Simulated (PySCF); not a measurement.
C₃H₁₃ClGeSi₂, SMILES [CH3][Ge]([CH3])([CH3])[SiH2][SiH2]Cl at its GFN2-xTB optimised geometry (Å):

```
20

Si     1.8516     0.7949     0.0000
Cl     1.3142     2.7530     0.0000
Si     0.8532    -0.2662     1.8046
Ge    -1.5208    -0.2623     1.7365
C     -2.3304    -0.3691     3.5541
C     -2.2136    -1.8125     0.6951
C     -2.2284     1.3818     0.8690
H      1.4394     0.2836    -1.3112
H      3.3152     0.7949     0.0000
H      1.3036     0.3218     3.0755
H      1.3432    -1.6526     1.8500
H     -2.0184    -1.2747     4.0670
H     -3.4157    -0.3742     3.4911
H     -2.0331     0.4801     4.1631
H     -1.8640    -1.7804    -0.3333
H     -1.8870    -2.7530     1.1301
H     -3.3003    -1.8106     0.6789
H     -1.8877     1.4588    -0.1601
H     -1.8980     2.2740     1.3937
H     -3.3152     1.3803     0.8629
```

Computed with PySCF with CAM-B3LYP/def2-SVP. Cells within 0.4 Å of a nucleus heavier than hydrogen are left out (blank, or x).

Map of the electrostatic potential (hartree/e), clipped to [-0.08, 0.12] on the plane z = 0.8 Å:

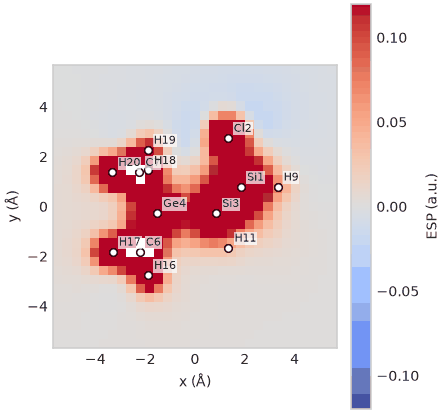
Electrostatic potential (hartree/e), clipped to [-0.08, 0.12] on the plane z = 0.8 Å.
